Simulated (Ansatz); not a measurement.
# AlCl3H2O: two geometries relaxed, part 2 of 2

Aim: relax the geometries before and after the reaction (ligand exchange), and see whether they are two minima and how far apart in energy. Meant to form: Al1–O5, H7–Cl2; to break: Al1–Cl2, H7–O5. The start is a guess near the saddle point, from which both ends are pulled out.

Ansatz 0.2.0; RKS r2SCAN-D4/def2-SVP. Earlier steps stand in the parts before.

## 4. Pulling towards end B

Springs on the bonds that form and break draw the guess towards this end; the thresholds are loose.

input.yaml

```yaml
crystal:
  periodic: [false, false, false]
  atoms:
    - { symbol: Al, position_ang: [0.0, 0.0, 0.0] }
    - { symbol: Cl, position_ang: [0.0, 0.0, 2.58] }
    - { symbol: Cl, position_ang: [1.9312, 0.0, -1.115] }
    - { symbol: Cl, position_ang: [-1.9312, 0.0, -1.115] }
    - { symbol: O, position_ang: [0.0869, -1.972, 0.6559] }
    - { symbol: H, position_ang: [-0.4595, -2.5566, 0.0397] }
    - { symbol: H, position_ang: [0.0622, -1.4098, 1.8287] }
basis:
  gaussian: { orbitals: def2-SVP }
hamiltonian:
  xc: r2scan
  dispersion: d4
relax:
  f_tol: 0.15
  max_steps: 25
  restrain:
    - { distance: [0, 4], at: 1.78, k: 30.0 }
    - { distance: [6, 1], at: 1.37, k: 30.0 }
    - { distance: [0, 1], at: 3.43, k: 30.0 }
    - { distance: [6, 4], at: 2.21, k: 30.0 }
```

The run is started by

```bash
$ ansatz run input.yaml --threads 2 --pin off --max-ram 3072MiB --backend cpu --events-out ev --progress --plain --runs-dir out
```

Output:

```text
Warning: RAYON_NUM_THREADS=2 ignored (pool sized by the plan → 2); use --threads N
The last accepted step is kept in <dir> (removed where the run ends without a failure and the disk answers)
Engine: ansatz 0.2.0, aarch64-unknown-linux-gnu
Functional definition: r2SCAN
  parameter k0 = 0.174
  parameter k1 = 0.065
  parameter a1 = 4.9479
  exchange = r2scan_x(k0 = k0, k1 = k1, a1 = a1)
  correlation = r2scan_c
1037 factors; their error is unknown
mean field evaluation 1: about -46224.9426 eV, gradient 5.1e1 eV
mean field evaluation 2: about -46147.4583 eV, gradient 1.5e2 eV
mean field evaluation 4: about -46229.5348 eV, gradient 1.1e1 eV
mean field evaluation 8: about -46229.8872 eV, gradient 1.6e-1 eV
mean field evaluation 16: about -46229.8280 eV, gradient 9.7e-5 eV
mean field -46229.82800601 eV, -1698.9148435180 hartree, gradient 2.8e-5 eV, S^2 0.000000; 0 other end points of the search recorded, 0 dependent functions left out
the calculation of the forces begins
reference -46229.82801542 eV, -1698.9148438638 hartree; 37, 37 occupied and 59, 59 virtual orbitals, 1037 factors
relax step   1: F+E_penalty+E_count = -46229.87812165 eV  Δ(F+E_penalty+E_count) = +0.000e0 eV  max|allowed force component| = 3.280e0 eV/Å  E_restraint = 25.37145125 eV  max|allowed force component, restraints' pulls added| = 2.813e1 eV/Å  Δτ_max = 0.0000 Å  (29 SCF iters, accepted)
  distance Al 0 - O 4 = 2.0800 Å
  distance H 6 - Cl 1 = 1.5987 Å
  distance Al 0 - Cl 1 = 2.5800 Å
  distance H 6 - O 4 = 1.3008 Å
these checks for a lower state are left out or cut short: starts, cluster_reference, orbital_swaps, neighbouring_geometries, increment
1037 factors; their error is unknown
mean field -46229.83859913 eV, -1698.9152328079 hartree, gradient 1.7e-5 eV, S^2 0.000000; 0 other end points of the search recorded, 0 dependent functions left out
the calculation of the forces begins
reference -46229.83860886 eV, -1698.9152331655 hartree; 37, 37 occupied and 59, 59 virtual orbitals, 1037 factors
relax step   2: F+E_penalty+E_count = -46229.88845861 eV  Δ(F+E_penalty+E_count) = -1.034e-2 eV  max|allowed force component| = 3.618e0 eV/Å  E_restraint = 10.04163727 eV  max|allowed force component, restraints' pulls added| = 1.854e1 eV/Å  Δτ_max = 0.1981 Å  (34 SCF iters, accepted)
  distance Al 0 - O 4 = 1.9600 Å
  distance H 6 - Cl 1 = 1.4975 Å
  distance Al 0 - Cl 1 = 2.9251 Å
  distance H 6 - O 4 = 1.6052 Å
these checks for a lower state are left out or cut short: starts, cluster_reference, orbital_swaps, neighbouring_geometries, increment
1037 factors; their error is unknown
mean field evaluation 32: about -46230.1073 eV, gradient 2.3e-4 eV
mean field -46230.10725286 eV, -1698.9251056504 hartree, gradient 1.4e-5 eV, S^2 0.000000; 0 other end points of the search recorded, 0 dependent functions left out
the calculation of the forces begins
reference -46230.10726280 eV, -1698.9251060156 hartree; 37, 37 occupied and 59, 59 virtual orbitals, 1037 factors
relax step   3: F+E_penalty+E_count = -46230.15711279 eV  Δ(F+E_penalty+E_count) = -2.687e-1 eV  max|allowed force component| = 3.325e0 eV/Å  E_restraint = 2.17950382 eV  max|allowed force component, restraints' pulls added| = 8.239e0 eV/Å  Δτ_max = 0.1947 Å  (33 SCF iters, accepted)
  distance Al 0 - O 4 = 1.8367 Å
  distance H 6 - Cl 1 = 1.3821 Å
  distance Al 0 - Cl 1 = 3.1744 Å
  distance H 6 - O 4 = 1.9332 Å
these checks for a lower state are left out or cut short: starts, cluster_reference, orbital_swaps, neighbouring_geometries, increment
1037 factors; their error is unknown
mean field -46230.45055109 eV, -1698.9377216276 hartree, gradient 1.3e-5 eV, S^2 0.000000; 0 other end points of the search recorded, 0 dependent functions left out
the calculation of the forces begins
reference -46230.45056116 eV, -1698.9377219978 hartree; 37, 37 occupied and 59, 59 virtual orbitals, 1037 factors
relax step   4: F+E_penalty+E_count = -46230.49998793 eV  Δ(F+E_penalty+E_count) = -3.429e-1 eV  max|allowed force component| = 1.594e0 eV/Å  E_restraint = 0.07998381 eV  max|allowed force component, restraints' pulls added| = 1.357e0 eV/Å  Δτ_max = 0.1929 Å  (33 SCF iters, accepted)
  distance Al 0 - O 4 = 1.7381 Å
  distance H 6 - Cl 1 = 1.3275 Å
  distance Al 0 - Cl 1 = 3.3987 Å
  distance H 6 - O 4 = 2.1818 Å
these checks for a lower state are left out or cut short: starts, cluster_reference, orbital_swaps, neighbouring_geometries, increment
1037 factors; their error is unknown
mean field -46230.65204833 eV, -1698.9451265146 hartree, gradient 1.3e-5 eV, S^2 0.000000; 0 other end points of the search recorded, 0 dependent functions left out
the calculation of the forces begins
reference -46230.65205835 eV, -1698.9451268830 hartree; 37, 37 occupied and 59, 59 virtual orbitals, 1037 factors
relax step   5: F+E_penalty+E_count = -46230.70195200 eV  Δ(F+E_penalty+E_count) = -2.020e-1 eV  max|allowed force component| = 1.168e0 eV/Å  E_restraint = 0.05032987 eV  max|allowed force component, restraints' pulls added| = 1.046e0 eV/Å  Δτ_max = 0.2000 Å  (33 SCF iters, accepted)
  distance Al 0 - O 4 = 1.7383 Å
  distance H 6 - Cl 1 = 1.3407 Å
  distance Al 0 - Cl 1 = 3.4110 Å
  distance H 6 - O 4 = 2.1901 Å
these checks for a lower state are left out or cut short: starts, cluster_reference, orbital_swaps, neighbouring_geometries, increment
1037 factors; their error is unknown
mean field -46230.62114268 eV, -1698.9439907529 hartree, gradient 9.7e-6 eV, S^2 0.000000; 0 other end points of the search recorded, 0 dependent functions left out
the calculation of the forces begins
reference -46230.62115265 eV, -1698.9439911193 hartree; 37, 37 occupied and 59, 59 virtual orbitals, 1037 factors
relax step   6: F+E_penalty+E_count = -46230.67131136 eV  Δ(F+E_penalty+E_count) = +3.064e-2 eV  max|allowed force component| = 1.629e0 eV/Å  E_restraint = 0.01621095 eV  max|allowed force component, restraints' pulls added| = 1.922e0 eV/Å  Δτ_max = 0.1827 Å  (33 SCF iters, accepted)
  distance Al 0 - O 4 = 1.7494 Å
  distance H 6 - Cl 1 = 1.3819 Å
  distance Al 0 - Cl 1 = 3.4306 Å
  distance H 6 - O 4 = 2.2102 Å
these checks for a lower state are left out or cut short: starts, cluster_reference, orbital_swaps, neighbouring_geometries, increment
1037 factors; their error is unknown
mean field evaluation 64: about -46230.7460 eV, gradient 9.8e-6 eV
mean field -46230.74595553 eV, -1698.9485775405 hartree, gradient 9.8e-6 eV, S^2 0.000000; 0 other end points of the search recorded, 0 dependent functions left out
the calculation of the forces begins
reference -46230.74596545 eV, -1698.9485779054 hartree; 37, 37 occupied and 59, 59 virtual orbitals, 1037 factors
relax step   7: F+E_penalty+E_count = -46230.79621306 eV  Δ(F+E_penalty+E_count) = -1.249e-1 eV  max|allowed force component| = 1.103e0 eV/Å  E_restraint = 0.04765949 eV  max|allowed force component, restraints' pulls added| = 5.081e-1 eV/Å  Δτ_max = 0.1278 Å  (28 SCF iters, accepted)
  distance Al 0 - O 4 = 1.7470 Å
  distance H 6 - Cl 1 = 1.3253 Å
  distance Al 0 - Cl 1 = 3.4243 Å
  distance H 6 - O 4 = 2.2023 Å
these checks for a lower state are left out or cut short: starts, cluster_reference, orbital_swaps, neighbouring_geometries, increment
1037 factors; their error is unknown
mean field -46230.75684016 eV, -1698.9489775436 hartree, gradient 2.1e-5 eV, S^2 0.000000; 0 other end points of the search recorded, 0 dependent functions left out
the calculation of the forces begins
reference -46230.75685011 eV, -1698.9489779091 hartree; 37, 37 occupied and 59, 59 virtual orbitals, 1037 factors
relax step   8: F+E_penalty+E_count = -46230.80694520 eV  Δ(F+E_penalty+E_count) = -1.073e-2 eV  max|allowed force component| = 9.216e-1 eV/Å  E_restraint = 0.03425788 eV  max|allowed force component, restraints' pulls added| = 5.247e-2 eV/Å  Δτ_max = 0.1559 Å  (28 SCF iters, accepted)
  distance Al 0 - O 4 = 1.7479 Å
  distance H 6 - Cl 1 = 1.3357 Å
  distance Al 0 - Cl 1 = 3.4239 Å
  distance H 6 - O 4 = 2.2036 Å
1037 factors; their error is unknown
mean field -46230.75684016 eV, -1698.9489775436 hartree, gradient 2.1e-5 eV, S^2 0.000000; 1 other end points of the search recorded, 0 dependent functions left out
the calculation of the forces begins
reference -46230.75685011 eV, -1698.9489779091 hartree; 37, 37 occupied and 59, 59 virtual orbitals, 1037 factors
Total energy: -46230.80695515 eV, -1698.9508192353 hartree
Atom 0 at     0.030277    -0.538406    -0.561138 Å, force     0.057070    -0.790628     0.670378 eV/Å
Atom 1 at    -0.056583    -0.046907     2.826164 Å, force     0.235922    -0.921572    -0.615762 eV/Å
Atom 2 at     1.839320     0.375089    -1.030228 Å, force    -0.022670    -0.000689     0.016778 eV/Å
Atom 3 at    -1.797500     0.252078    -1.184595 Å, force     0.001916    -0.018254    -0.014329 eV/Å
Atom 4 at     0.112991    -2.083211     0.252514 Å, force    -0.043765     0.871381    -0.315323 eV/Å
Atom 5 at    -0.658460    -2.661113     0.287660 Å, force    -0.006319     0.016214    -0.003117 eV/Å
Atom 6 at     0.219555    -1.235931     2.283923 Å, force    -0.222153     0.843547     0.261374 eV/Å
Dipole moment:    -0.212368    -0.462212    -0.006193 e Å
```

Wall time 42 s (2 threads of Arm Neoverse V1, shared host); peak memory 0.16 GiB.

The steps of the relaxation:

```tsv
step	energy from step 1 (eV)	largest force component (eV/Å)
1	0.0000	3.2797
2	-0.0103	3.6178
3	-0.2790	3.3246
4	-0.6219	1.5937
5	-0.8238	1.1677
6	-0.7932	1.6288
7	-0.9181	1.1029
8	-0.9288	0.9216
```

Step 1 is the start. Energies and forces in the table leave out the springs, which the log lists apart; the run stops on the force with the springs' pull added.

After: Bond lengths: Al1–Cl3 2.080 Å, Al1–Cl4 2.087 Å, Al1–O5 1.748 Å, O5–H6 0.965 Å, Cl2–H7 1.336 Å. Angles: Cl3–Al1–Cl4 121.9°, Cl3–Al1–O5 116.9°, Cl4–Al1–O5 121.0°, Al1–O5–H6 120.6°.

Pairs that crossed the distance rule for bonds on the way: came closer Cl2–H7; moved apart Al1–Cl2.

## 5. Relaxing end B

It starts where the restrained run ended.

input.yaml

```yaml
crystal:
  periodic: [false, false, false]
  atoms:
    - { symbol: Al, position_ang: [0.030277, -0.538406, -0.561138] }
    - { symbol: Cl, position_ang: [-0.056583, -0.046907, 2.826164] }
    - { symbol: Cl, position_ang: [1.83932, 0.375089, -1.030228] }
    - { symbol: Cl, position_ang: [-1.7975, 0.252078, -1.184595] }
    - { symbol: O, position_ang: [0.112991, -2.083211, 0.252514] }
    - { symbol: H, position_ang: [-0.65846, -2.661113, 0.28766] }
    - { symbol: H, position_ang: [0.219555, -1.235931, 2.283923] }
basis:
  gaussian: { orbitals: def2-SVP }
hamiltonian:
  xc: r2scan
  dispersion: d4
relax:
  f_tol: 0.03
  max_steps: 50
```

The run is started by

```bash
$ ansatz run input.yaml --threads 2 --pin off --max-ram 3072MiB --backend cpu --events-out ev --progress --plain --runs-dir out
```

Output, cut to the lines that bear on the results:

```text
Warning: RAYON_NUM_THREADS=2 ignored (pool sized by the plan → 2); use --threads N
[...]
[... 1 set-up line as earlier in the session ...]
[...]
1037 factors; their error is unknown
[...]
mean field -46230.75682729 eV, -1698.9489770706 hartree, gradient 1.1e-5 eV, S^2 0.000000; 0 other end points of the search recorded, 0 dependent functions left out
[...]
reference -46230.75683728 eV, -1698.9489774376 hartree; 37, 37 occupied and 59, 59 virtual orbitals, 1037 factors
relax step   1: F+E_penalty+E_count = -46230.80693233 eV  Δ(F+E_penalty+E_count) = +0.000e0 eV  max|allowed force component| = 9.215e-1 eV/Å  Δτ_max = 0.0000 Å  (27 SCF iters, accepted)
[...]
relax step   5: F+E_penalty+E_count = -46231.12783885 eV  Δ(F+E_penalty+E_count) = -3.564e-2 eV  max|allowed force component| = 6.064e-1 eV/Å  Δτ_max = 0.1601 Å  (30 SCF iters, accepted)
[...]
mean field -46232.19652004 eV, -1699.0018848031 hartree, gradient 1.3e-5 eV, S^2 0.000000; 1 other end points of the search recorded, 0 dependent functions left out
[...]
reference -46232.19652978 eV, -1699.0018851612 hartree; 37, 37 occupied and 59, 59 virtual orbitals, 1037 factors
Total energy: -46232.24890401 eV, -1699.0038098785 hartree
Atom 0 at     0.092708    -0.090763     0.171862 Å, force    -0.000587     0.000632     0.000095 eV/Å
Atom 1 at     0.026928     0.580057     2.185337 Å, force     0.000397     0.000432     0.000552 eV/Å
Atom 2 at     1.864172     0.258714    -0.905275 Å, force    -0.000535    -0.000684     0.000164 eV/Å
Atom 3 at    -1.730478    -0.078716    -0.916440 Å, force    -0.000232     0.000251    -0.000386 eV/Å
Atom 4 at     0.078382    -2.007117     0.585981 Å, force    -0.001984    -0.003426     0.001385 eV/Å
Atom 5 at    -0.705068    -2.441831     0.205483 Å, force     0.001781     0.001270    -0.001917 eV/Å
Atom 6 at     0.062956    -2.158746     1.547352 Å, force     0.001161     0.001525     0.000106 eV/Å
Dipole moment:    -0.222062    -1.028944     0.345245 e Å
```

Run time: 90 s. Hardware: 2 threads of Arm Neoverse V1, shared host; peak memory 0.16 GiB.

Step by step:

```tsv
step	energy from step 1 (eV)	largest force component (eV/Å)
1	0.0000	0.9215
2	-0.1130	0.4798
3	-0.2123	0.5295
4	-0.2853	0.7617
5	-0.3209	0.6064
6	-0.3686	1.1506
7	-0.4764	1.1964
8	-0.7245	2.6478
9	-1.0928	1.4445
10	-1.3153	0.5847
11	-1.3694	0.8732
12x	-1.3689	0.7311
13	-1.4098	0.4028
14	-1.4303	0.1529
15	-1.4397	0.0824
16	-1.4417	0.0105
17	-1.4418	0.0736
18	-1.4420	0.0034
```

Step 1 is the start. 1 step was tried and not accepted (12; marked x where the table lists them).

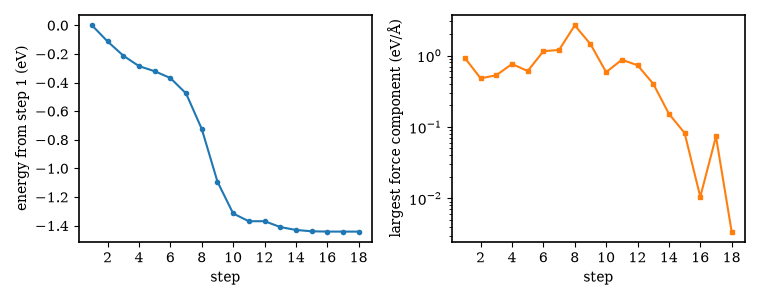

Energy and largest force along the relaxation.

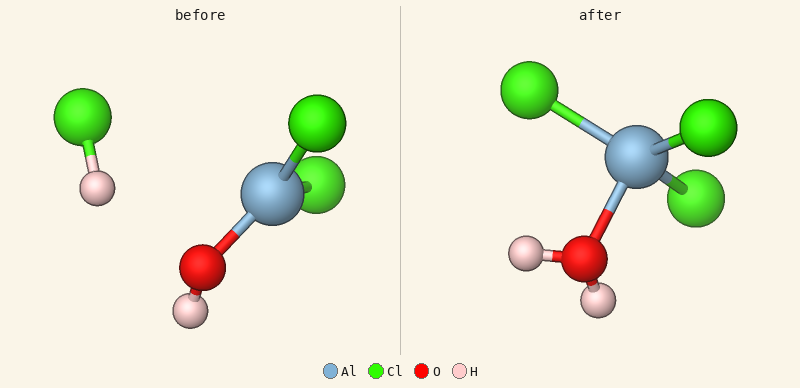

Before and after, at one scale.

After: Bond lengths: Al1–Cl2 2.123 Å, Al1–Cl3 2.102 Å, Al1–Cl4 2.123 Å, Al1–O5 1.961 Å, O5–H6 0.973 Å, O5–H7 0.973 Å. Angles: Cl2–Al1–Cl3 117.3°, Cl2–Al1–Cl4 117.2°, Cl2–Al1–O5 96.2°, Cl3–Al1–Cl4 117.4°, Cl3–Al1–O5 106.1°, Cl4–Al1–O5 96.2°, Al1–O5–H6 111.1°, Al1–O5–H7 111.2°, H6–O5–H7 107.7°.

Pairs that crossed the distance rule for bonds on the way: came closer Al1–Cl2, O5–H7; moved apart Cl2–H7.

## 6. What came out

This closing draws on all 2 parts.

```
                           quantity                     value
                              end A   8 moves, 0.995 eV lower
                              end B  16 moves, 1.442 eV lower
largest difference between the ends                    0.01 Å
            end B relative to end A                 +0.000 eV
```

**Reading.** The two relaxations end at one structure, within 0.01 Å: no second minimum was found from this start, which doesn't rule one out.
